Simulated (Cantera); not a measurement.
Input: 1 mol Si, 16 mol HBr, at 0.133 bar.

Equilibrium computed with Cantera from the NASA thermochemical tables; the gas is ideal and each condensed phase is pure. Candidate condensed phases: Br2, Si; 19 gas species. The tables' values for SiBr3 are old estimates; treat these amounts as uncertain. The numbers say what is thermodynamically allowed, not how fast it happens.

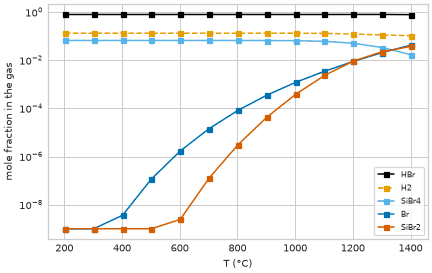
*Equilibrium gas composition (values under 1e-9 drawn at 1e-9)*

From 202 °C to 1402 °C nothing is condensed. The main Si-bearing gas is SiBr4 at 202 °C and SiBr2 at 1402 °C.
